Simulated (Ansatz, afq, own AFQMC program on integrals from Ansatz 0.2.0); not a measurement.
# GeH₂ (triplet): AFQMC on the coupled-cluster ladder at distance Ge1–H2 = 1.701 Å, cc-pVDZ, part 2 of 2

Ansatz 0.2.0, Gaussian basis, and an in-house AFQMC program (afq) on its integrals; all values are calculated; cc-pVDZ, frozen cores.

**9. CCSD(T) on UHF**

Input file in.yaml:

```yaml
crystal:
  periodic: [false, false, false]
  atoms:
    - {symbol: Ge, position_ang: [0.000000, -0.021869, 0.001877]}
    - {symbol: H, position_ang: [0.000000, 0.828135, -1.471518]}
    - {symbol: H, position_ang: [0.000000, 0.747950, 1.336278]}
basis:
  gaussian: {orbitals: cc-pVDZ}
magnetization: {spin_polarized: true, initial_magnetization: 2}
correlation: {method: ccsd_t, electrons: outside_noble_gas, hamiltonian_folder: ham}
```

Run with:

```console
> ansatz run in.yaml --threads 1 --pin off --events-out ev --progress --plain --max-ram 1382MiB
```

Output (excerpt; [...] marks lines left out):

```text
Functional definition: HF
  name "HF"
  cite "Fock, Z. Phys. 61, 126 (1930) doi:10.1007/BF01340294"
  parent pbe
[...]
415 factors; integrals over basis functions are off by at most 1.2e-3 eV
[...]
mean field -56502.30454112 eV, -2076.4213932485 hartree, gradient 2.0e-6 eV, S^2 2.005124; 0 other end points of the search recorded, 0 dependent functions left out
14 core orbitals not correlated: weight in the atoms' cores, before any rotation towards them, 1.000 or more for the frozen orbitals, at most 0.000 for the correlated occupied ones
reference -56502.30454112 eV, -2076.4213932485 hartree; 4, 2 occupied and 19, 21 virtual orbitals, 415 factors
second order -1.90808284 eV of doubles, -0.00000000 eV of singles
cycle   1  -2.31930657 eV  change   -4.1e-1 eV  update   5.3e-2
[...]
cycle  11  -2.50364396 eV  change   -8.6e-7 eV  update   1.7e-6
perturbative correction -0.05266416 eV, -0.0019353722 hartree
Total energy: -56504.86084924 eV, -2076.5153358394 hartree
```

Run time: 0.67 s. Hardware: 1 thread of Arm Neoverse V1, shared host.

From the report: ⟨S²⟩ of the determinant 2.005 (pure triplet: 2.00); correlation -2.5563 eV; T1 0.015; largest double amplitude 0.06.

This run also writes the integrals to the folder ham.

**10. CCSDT(Q) on UHF**

in.yaml, as its differences from that of step 9:

```diff
@@ -9,2 +9,2 @@
 magnetization: {spin_polarized: true, initial_magnetization: 2}
-correlation: {method: ccsd_t, electrons: outside_noble_gas, hamiltonian_folder: ham}
+correlation: {method: ccsdt_q, electrons: outside_noble_gas}
```

The command is unchanged.

Output (excerpt; [...] marks lines left out):

```text
Functional definition: HF
  name "HF"
  cite "Fock, Z. Phys. 61, 126 (1930) doi:10.1007/BF01340294"
  parent pbe
[...]
705 factors; integrals over basis functions are off by at most 1.1e-7 eV
[...]
mean field -56502.30459902 eV, -2076.4213953763 hartree, gradient 2.0e-6 eV, S^2 2.005124; 0 other end points of the search recorded, 0 dependent functions left out
14 core orbitals not correlated: weight in the atoms' cores, before any rotation towards them, 1.000 or more for the frozen orbitals, at most 0.000 for the correlated occupied ones
reference -56502.30459902 eV, -2076.4213953763 hartree; 4, 2 occupied and 19, 21 virtual orbitals, 705 factors
second order -1.90810758 eV of doubles, -0.00000000 eV of singles
cycle   1  -2.31931564 eV  change   -4.1e-1 eV  update   5.6e-2
[...]
cycle  14  -2.57359052 eV  change    3.9e-7 eV  update   4.4e-7
perturbative correction -0.00108989 eV, -0.0000400527 hartree
Total energy: -56504.87927943 eV, -2076.5160131361 hartree
```

Run time: 2.7 s. Hardware: 1 thread of Arm Neoverse V1, shared host.

From the report: ⟨S²⟩ of the determinant 2.005 (pure triplet: 2.00); correlation -2.5747 eV; T1 0.016; largest double amplitude 0.06.

**11. Phaseless AFQMC, CISD trial on UHF**

It reads the integrals that the CCSD(T) run on this determinant wrote.

Run with:

```console
> afq ham --method phaseless --trial cisd --walkers 110 --populations 1 --least-time 40 --time-step 0.005 --steps-per-block 50 --equilibration-blocks 28 --max-blocks 300 --target-error 0.00029 --factor-cut 1e-05 --start spin_pure --seed 7258 --release-times 0.24,0.5,1,1.5 --release-step 0.02 --release-every 4 --taylor-order 6
```

Output:

```text
orbitals 23  electrons 4 2  factors 171 of 415
reference energy -2076.42139325 Eh
CCSD correlation -0.09200713 Eh in 12 cycles, weight of the determinant in the CISD state 0.9343
energy of the start -2076.513369 Eh
 block  time / (1/Eh)  mean weight  energy / Eh
     1     0.250  1.0002  -2076.513039
     2     0.500  0.9993  -2076.513357
     3     0.750  1.0000  -2076.513615
     4     1.000  1.0004  -2076.513823
     5     1.250  0.9991  -2076.514155
     6     1.500  1.0004  -2076.514521
     7     1.750  0.9986  -2076.514096
     8     2.000  0.9998  -2076.515102
     9     2.250  0.9991  -2076.514686
    10     2.500  0.9990  -2076.515106
    13     3.250  0.9999  -2076.515078
    17     4.250  1.0009  -2076.515631
    21     5.250  0.9999  -2076.515364
    25     6.250  0.9982  -2076.516483
    29     7.250  1.0005  -2076.516705
    33     8.250  0.9988  -2076.515737
    37     9.250  0.9995  -2076.515174
    41    10.250  0.9995  -2076.515754
    45    11.250  1.0002  -2076.515992
    49    12.250  0.9996  -2076.516348
    53    13.250  0.9994  -2076.516106
    57    14.250  0.9997  -2076.515782
    61    15.250  0.9990  -2076.514999
    65    16.250  0.9992  -2076.516843
    69    17.250  0.9997  -2076.515505
    73    18.250  0.9990  -2076.515924
    77    19.250  1.0001  -2076.516173
    81    20.250  0.9989  -2076.515423
    85    21.250  1.0001  -2076.515431
    89    22.250  0.9995  -2076.515708
    93    23.250  1.0011  -2076.517291
    97    24.250  0.9997  -2076.516172
   101    25.250  1.0002  -2076.516685
   105    26.250  0.9996  -2076.515419
   109    27.250  1.0001  -2076.515545
   113    28.250  1.0003  -2076.516478
   117    29.250  1.0005  -2076.515759
   121    30.250  0.9995  -2076.515761
   125    31.250  0.9998  -2076.516692
   129    32.250  1.0001  -2076.517617
   133    33.250  1.0004  -2076.516393
   137    34.250  1.0002  -2076.515960
   141    35.250  1.0000  -2076.516709
   145    36.250  0.9995  -2076.516012
   149    37.250  0.9997  -2076.516043
   153    38.250  1.0001  -2076.516045
   157    39.250  1.0004  -2076.515694
   161    40.250  1.0002  -2076.515667
   165    41.250  1.0014  -2076.516328
   169    42.250  1.0007  -2076.515295
   173    43.250  1.0002  -2076.516122
   177    44.250  0.9996  -2076.515822
   181    45.250  0.9992  -2076.515449
   185    46.250  1.0003  -2076.515242
blocks merged  error / Eh  count
     1  0.000046  160
     2  0.000058  80
     4  0.000072  40
     8  0.000072  20
    16  0.000076  10
released: time / (1/Eh)  energy / Eh  error  mean overlap
  0.24  -2076.516036  0.000092  1.0053
  0.50  -2076.515955  0.000097  1.0116
  1.00  -2076.516022  0.000079  1.0088
  1.50  -2076.516029  0.000085  1.0062
energy -2076.515931 +/- 0.000072 Eh
```

It took 1.8 min on 1 thread of Arm Neoverse V1, shared host.

Energy -56504.8770 ± 0.0020 eV. Caveats: constraint bias not in the error.

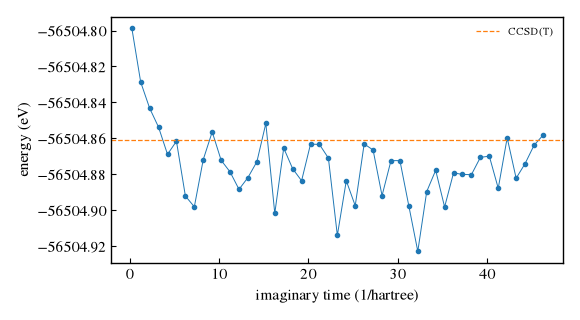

Block energies along the walk.

**12. Phaseless AFQMC, single-determinant trial on UHF**

It reads the integrals that the CCSD(T) run on this determinant wrote.

Run with:

```console
> afq ham --method phaseless --trial hf --walkers 220 --populations 1 --least-time 40 --time-step 0.005 --steps-per-block 20 --equilibration-blocks 112 --max-blocks 600 --target-error 0.00087 --factor-cut 1e-05 --start spin_pure --seed 3915 --taylor-order 6
```

Output:

```text
orbitals 23  electrons 4 2  factors 171 of 415
reference energy -2076.42139325 Eh
CCSD correlation -0.09200713 Eh in 12 cycles, weight of the determinant in the CISD state 0.9343
energy of the start -2076.421439 Eh
 block  time / (1/Eh)  mean weight  energy / Eh
     1     0.100  1.0003  -2076.435659
     2     0.200  1.0002  -2076.447140
     3     0.300  1.0011  -2076.457915
     4     0.400  0.9996  -2076.463647
     5     0.500  1.0009  -2076.472157
     6     0.600  0.9996  -2076.475245
     7     0.700  1.0006  -2076.482275
     8     0.800  1.0004  -2076.487632
     9     0.900  1.0002  -2076.494271
    10     1.000  1.0004  -2076.497902
    13     1.300  0.9997  -2076.496627
    25     2.500  1.0002  -2076.498042
    37     3.700  1.0003  -2076.509608
    49     4.900  1.0002  -2076.508373
    61     6.100  0.9999  -2076.509876
    73     7.300  0.9997  -2076.503368
    85     8.500  1.0002  -2076.517741
    97     9.700  1.0001  -2076.512972
   109    10.900  1.0006  -2076.521147
   121    12.100  0.9996  -2076.519723
   133    13.300  0.9985  -2076.516066
   145    14.500  1.0001  -2076.508752
   157    15.700  1.0008  -2076.520212
   169    16.900  0.9994  -2076.519628
   181    18.100  0.9996  -2076.516711
   193    19.300  1.0004  -2076.517327
   205    20.500  1.0002  -2076.515596
   217    21.700  1.0000  -2076.513851
   229    22.900  1.0001  -2076.525060
   241    24.100  1.0002  -2076.530534
   253    25.300  0.9995  -2076.519149
   265    26.500  0.9997  -2076.522443
   277    27.700  1.0004  -2076.527014
   289    28.900  0.9999  -2076.522327
   301    30.100  1.0000  -2076.516169
   313    31.300  0.9994  -2076.517399
   325    32.500  1.0000  -2076.517409
   337    33.700  0.9988  -2076.516246
   349    34.900  0.9997  -2076.513549
   361    36.100  0.9999  -2076.508965
   373    37.300  1.0003  -2076.517952
   385    38.500  1.0006  -2076.518971
   397    39.700  0.9998  -2076.510126
   409    40.900  0.9996  -2076.521831
   421    42.100  1.0008  -2076.519867
   433    43.300  1.0005  -2076.507891
   445    44.500  0.9998  -2076.512014
   457    45.700  1.0002  -2076.516677
   469    46.900  1.0005  -2076.518547
   481    48.100  1.0002  -2076.519292
   493    49.300  1.0000  -2076.518283
   505    50.500  1.0001  -2076.513471
blocks merged  error / Eh  count
     1  0.000284  400
     2  0.000385  200
     4  0.000523  100
     8  0.000698  50
    16  0.000862  25
    32  0.001164  12
energy -2076.518157 +/- 0.000862 Eh
```

It took 1.8 min on 1 thread of Arm Neoverse V1, shared host.

Energy -56504.9376 ± 0.0235 eV. Caveats: constraint bias not in the error. The error still grows with block length (0.0190 to 0.0317 eV), so the bar may be too small.

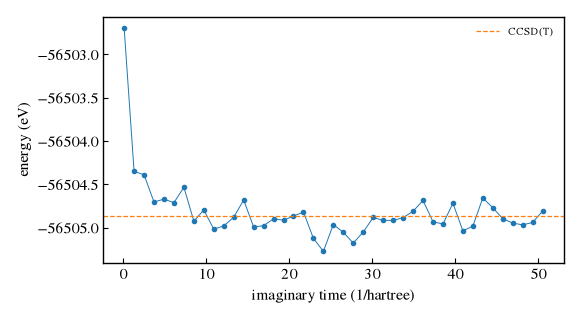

Block energies along the walk.

**13. Free-projection AFQMC, CISD trial on UHF**

It reads the integrals that the CCSD(T) run on this determinant wrote.

Run with:

```console
> afq ham --method free --trial cisd --walkers 110 --time-step 0.03 --max-blocks 80 --target-error 0.00029 --factor-cut 1e-05 --seed 2331 --times 0,0.3,0.6,1.2,1.8,2.4,3.6,4.8,6 --taylor-order 8
```

Output:

```text
orbitals 23  electrons 4 2  factors 171 of 415
reference energy -2076.42139325 Eh
CCSD correlation -0.09200713 Eh in 12 cycles, weight of the determinant in the CISD state 0.9343
repeat  energy at the last time / Eh  error
    10  -2076.516020  0.000233
    20  -2076.516242  0.000163
    30  -2076.516162  0.000152
time / (1/Eh)  energy / Eh  error  mean overlap
  0.00  -2076.513398  0.000026  1.0706
  0.30  -2076.514579  0.000033  1.0714
  0.60  -2076.515174  0.000058  1.0707
  1.20  -2076.515746  0.000074  1.0584
  1.80  -2076.515741  0.000076  1.0781
  2.40  -2076.515862  0.000085  1.0898
  3.60  -2076.515982  0.000103  1.0928
  4.80  -2076.516046  0.000118  1.0666
  6.00  -2076.516152  0.000148  1.0501
energy -2076.516152 +/- 0.000148 Eh
```

It took 47 s on 1 thread of Arm Neoverse V1, shared host.

Energy -56504.8830 ± 0.0040 eV. Caveats: remainder of the start not in the error.

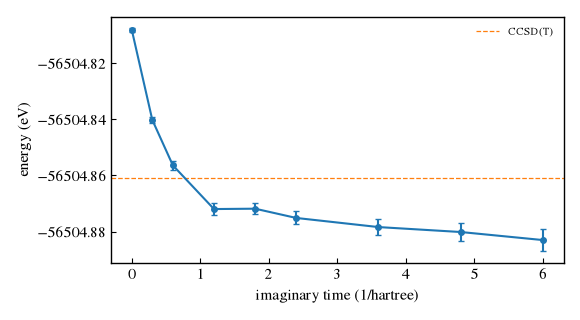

Energy against projection time, with error bars.

**14. All levels side by side**

The full CI on restricted orbitals is not used as the yardstick for these unrestricted rows.

On the UHF determinant, counted from CCSDT(Q) (a yardstick, not exact):

```csv
level,energy (eV),from CCSDT(Q) (kJ/mol),statistical error (kJ/mol),time
HF,-56502.3045,+248.4,,
MP2,-56504.2126,+64.3,,
CCSD,-56504.8082,+6.9,,
CCSD(T),-56504.8608,+1.8,,
CCSDT(Q),-56504.8793,0.0,,
"Phaseless AFQMC, CISD trial, step 0.005, 110 walkers",-56504.8770,+0.2,0.2,1.8 min
"Phaseless AFQMC, single-determinant trial, step 0.005, 220 walkers",-56504.9376,-5.6,2.3,1.8 min
"Free-projection AFQMC, CISD trial, step 0.03, 110 walkers",-56504.8830,-0.4,0.4,47 s
```

The functionals' totals stand on their own zeros and serve differences with other points: PBE -56538.397 eV; r2SCAN -56546.838 eV; PBE0 -56539.954 eV; B3LYP -56548.441 eV; wB97M-V -56543.680 eV; B2PLYP -56535.600 eV.

**15. Summary of results**

The summary covers parts 1 to 2.

| quantity | value |
| --- | --- |
| CCSD(T) on UHF from CCSDT(Q) | +1.8 kJ/mol |
| Phaseless AFQMC, CISD trial on UHF from CCSDT(Q) | +0.2 ± 0.2 kJ/mol |
| Phaseless AFQMC, single-determinant trial on UHF from CCSDT(Q) | -5.6 ± 2.3 kJ/mol |
| Free-projection AFQMC, CISD trial on UHF from CCSDT(Q) | -0.4 ± 0.4 kJ/mol |

In words: On UHF the phaseless walk with the CISD trial lies +0.2 kJ/mol from CCSDT(Q), within three error bars. Free projection has no constraint; at the last time it gives -0.4 ± 0.4 kJ/mol, and from a start that isn't spin pure other spins can mix in. Error bars are statistical and leave out the constraint, the time step and what remains of the start.
